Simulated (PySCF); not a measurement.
**[BCl2]+ (SMILES Cl[B+]Cl): B2PLYP/STO-6G**

What is the vertical singlet–triplet gap of [BCl2]+ at B2PLYP/STO-6G? Input form: a Python script.

The calculation is run with PySCF 2.14.0.

8 further runs of the same task are left out: 8 set aside as unsound or not needed.

## 1. The system as given

The species is [BCl2]+ (3 atoms), meant as a singlet with charge +1. SMILES: `Cl[B+]Cl`. The coordinates come from a GFN2-xTB relaxation.

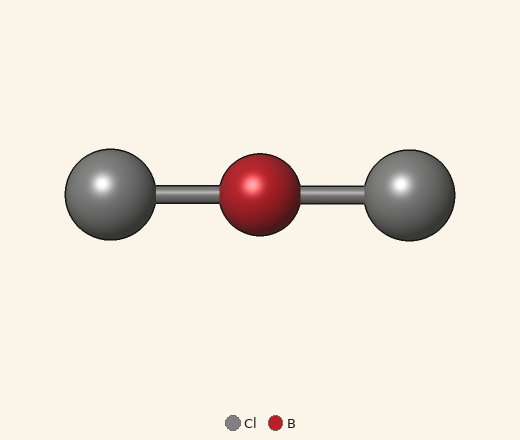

Viewed from a chosen angle; chlorine grey, boron red.

## 2. The energy at B2PLYP/STO-6G

input.py

```python
# Cl[B+]Cl
from pyscf import gto, dft, mp

mol = gto.M(
    atom=[
    ('Cl', (-1.238380, 0.766480, -0.591300)),
    ('B', (0.000740, 0.001360, 0.000550)),
    ('Cl', (1.237640, -0.767840, 0.590740)),
],
    verbose=3,
    charge=1,
    basis='sto-6g',
    max_memory=1860,
    spin=0,
)

ks = dft.RKS(mol)
ks.xc = '0.53*HF + 0.47*B88, 0.73*LYP'
ks.conv_tol = 1e-10
ks.grids.level = 5
ks.kernel()
if not ks.converged:
    ks = ks.newton().run(ks.mo_coeff, ks.mo_occ)

pt = mp.MP2(ks, frozen=11).run()
etot = ks.e_tot + 0.27 * pt.e_corr
print('PT2 part  %.8f' % (0.27 * pt.e_corr))
print(f'total energy: {etot:.8f} hartree')
```

Run with:

```bash
$ OMP_NUM_THREADS=1 python input.py
```

Log:

```text
converged SCF energy = -941.346550799736
E(RMP2) = -941.455266665953  E_corr = -0.108715866217023
E(SCS-RMP2) = -941.452118862166  E_corr = -0.105568062429338
PT2 part  -0.02935328
total energy: -941.37590408 hartree
```

Wall time 3 s (1 thread of Arm Neoverse V1, shared host); peak memory 0.21 GiB.

## 3. The triplet, same level

input.xyz

```xyz
3

Cl    -1.238380     0.766480    -0.591300
B      0.000740     0.001360     0.000550
Cl     1.237640    -0.767840     0.590740
```

job.py

```python
from pyscf import gto, dft, mp

molecule = gto.M(
    atom='input.xyz',
    charge=1,
    max_memory=1860,
    basis='sto-6g',
    spin=2,
    verbose=4,
)

ks = dft.UKS(molecule)
ks.xc = '0.53*HF + 0.47*B88, 0.73*LYP'
ks.conv_tol = 1e-10
ks.grids.level = 5
ks.kernel()
if not ks.converged:
    ks = ks.newton().run(ks.mo_coeff, ks.mo_occ)

pt = mp.MP2(ks, frozen=11).run()
energy = ks.e_tot + 0.27 * pt.e_corr
print('PT2 part  %.8f' % (0.27 * pt.e_corr))
print('E = %.10f Eh' % energy)
```

Run with:

```bash
$ OMP_NUM_THREADS=1 python job.py
```

Log:

```text
PySCF version 2.14.0

[INPUT] num. atoms = 3
[INPUT] num. electrons = 38
[INPUT] charge = 1
[INPUT] spin (= nelec alpha-beta = 2S) = 2
[INPUT] symmetry False subgroup None
[INPUT] Mole.unit = angstrom
[INPUT] Symbol           X                Y                Z      unit          X                Y                Z       unit  Magmom
[INPUT]  1 Cl    -1.238380000000   0.766480000000  -0.591300000000 AA   -2.340199038139   1.448437279957  -1.117395057455 Bohr   0.0
[INPUT]  2 B      0.000740000000   0.001360000000   0.000550000000 AA    0.001398397332   0.002570027529   0.001039349369 Bohr   0.0
[INPUT]  3 Cl     1.237640000000  -0.767840000000   0.590740000000 AA    2.338800640807  -1.451007307486   1.116336810826 Bohr   0.0

nuclear repulsion = 105.883521913253
number of shells = 13
number of NR pGTOs = 138
number of NR cGTOs = 23
basis = sto-6g
ecp = {}

[... 34 lines left out ...]
[... the frontier-level lines of each cycle are left out ...]
[... 3 lines left out ...]
[... 11 lines left out ...]
[... 11 lines left out ...]
[... 11 lines left out ...]
[... 11 lines left out ...]
[... 11 lines left out ...]
[... 5 lines left out ...]

cycle= 12 E= -941.085327027616  delta_E= -1.66e-10  |g|= 1.46e-06  |ddm|= 9.56e-05


cycle= 13 E= -941.085327027625  delta_E= -8.64e-12  |g|= 5.01e-07  |ddm|= 1.49e-05


Extra cycle  E= -941.085327027625  delta_E= -2.27e-13  |g|= 2.5e-07  |ddm|= 1.87e-06
converged SCF energy = -941.085327027625  <S^2> = 2.0031714  2S+1 = 3.0021135

******** <class 'pyscf.mp.ump2.UMP2'> ********
nocc = (np.int64(9), np.int64(7)), nmo = (12, 12)
frozen orbitals 11
E(UMP2) = -941.159537116248  E_corr = -0.0742100886231872
E(SCS-UMP2) = -941.156359231271  E_corr = -0.0710322036464174
E_corr(same-spin) = -0.0207921954247006
E_corr(oppo-spin) = -0.0534178931984866
PT2 part  -0.02003672
E = -941.1053637516 Eh
```

Run time: 6 s. Hardware: 1 thread of Arm Neoverse V1, shared host; peak memory 0.22 GiB.

## 4. What came out

At B2PLYP/STO-6G, 11 core orbitals frozen:

```
                                                         quantity          value
                                            singlet: total energy  -941.37590 Eh
                       singlet: HOMO energy (SCF part's orbitals)      -18.60 eV
                       singlet: LUMO energy (SCF part's orbitals)       -6.39 eV
                     singlet: HOMO–LUMO gap (SCF part's orbitals)       12.21 eV
                                            triplet: total energy  -941.10536 Eh
triplet: HOMO energy (SCF part's orbitals) (highest over α and β)      -11.71 eV
                                                    triplet: ⟨S²⟩          2.003
                 vertical energy of the triplet above the singlet       7.362 eV
```

In words: At this shape the triplet lies 7.36 eV (710 kJ/mol) above the singlet. In a minimal basis such a difference can be off by several eV, whatever the method.
